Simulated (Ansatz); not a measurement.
```xyz
19

C     1.0441   -1.6270   -1.8995
C     1.8394   -1.5280   -0.6049
In    1.2026   -0.0253    0.8305
C    -0.5816    1.2229    0.6143
C    -1.5351    0.7532   -0.4755
C    -1.2977    1.3860    1.9494
H    -0.0073   -1.8617   -1.7161
H     1.4376   -2.4071   -2.5608
H     1.0649   -0.6908   -2.4640
H     2.8962   -1.3279   -0.8106
H     1.8274   -2.4834   -0.0686
H     2.1716    0.2088    2.2628
H    -0.1807    2.2030    0.3238
H    -1.0555    0.6997   -1.4556
H    -1.9408   -0.2404   -0.2592
H    -2.3944    1.4313   -0.5661
H    -0.6366    1.7667    2.7322
H    -1.7124    0.4370    2.3059
H    -2.1418    2.0829    1.8619
```

Geometry: PBE0-D4/def2-TZVP; core potentials replace the inner electrons of In.

The calculation used RKS PBE0-D4/def2-TZVPP in Ansatz 0.2.0.

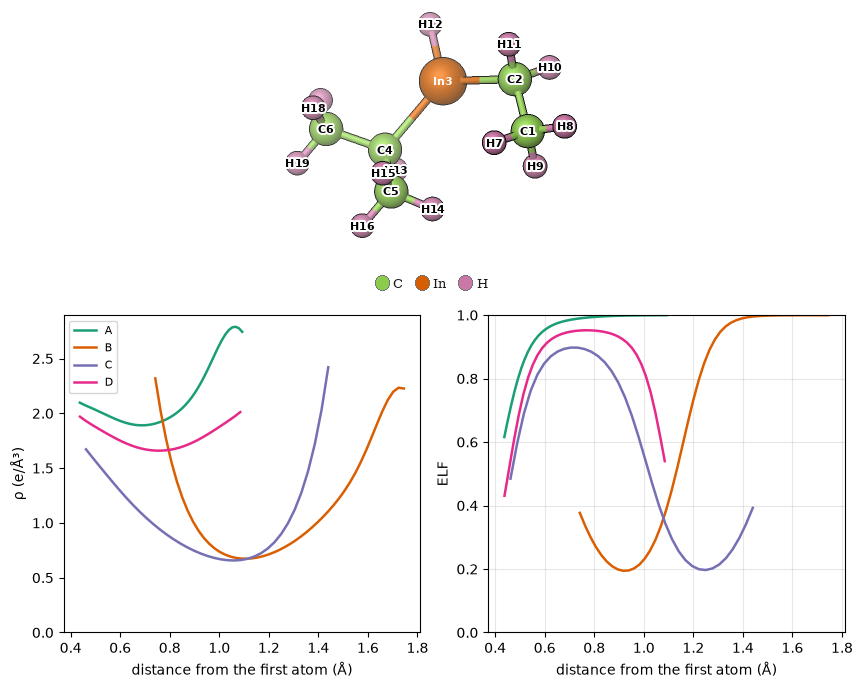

C5H13In (SMILES C[CH2][InH][CH](C)C). Electron density and electron localisation function along straight lines between neighbouring atoms. The curves leave out the atomic cores. The structure is drawn too.

Which curve belongs to which contact (C–C, C–H, C–In and In–H)? The first atom named is at distance zero.

Curve A: C–H (1.09 Å): ρ is about 2 e/Å³ halfway; the ELF climbs to about 1 towards the hydrogen, as it does in any bond to H: a covalent bond by its length. Curve B: In–H (1.75 Å): the density is about 1.1 e/Å³ at the midpoint; the ELF climbs to about 1 towards the hydrogen. Curve C: C–In (2.17 Å): ρ is about 0.66 e/Å³ halfway; the ELF peaks at about 0.90 in the valence shell of C, 0.7 Å from its nucleus, and drops to about 0.20 between the two atoms. Curve D: C–C (1.52 Å): ρ is about 1.7 e/Å³ halfway; the ELF peaks at about 0.95 between the atoms: a shared electron pair.
